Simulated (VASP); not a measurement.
Band structure of PbI2 (1T layered). Level of theory: PBE GGA with D3 dispersion (Becke-Johnson damping), VASP's PBE PAW potentials (set 64) (plane waves; VASP).

Unless said otherwise, spin-orbit coupling is left out, though it shifts the bands of the heavy elements here.

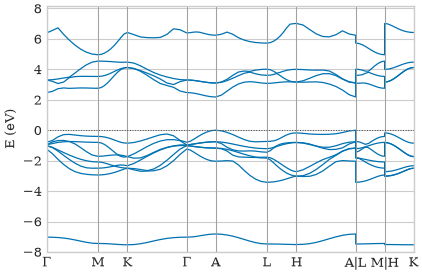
Figure: Bands along high-symmetry lines, zero at the valence-band maximum or, without a gap, the Fermi level

Read the plot: is there a gap, and where are the band edges?

The gap is direct, 2.19 eV, from the valence maximum at A to the conduction minimum at A. (Edges off the drawn lines would not show.)

Measured: gap 2.40 eV (computed value off by -0.21 eV), as given by Wikipedia, List of semiconductor materials.

The compound is PbI2 in the 1T layered structure. It was relaxed first.
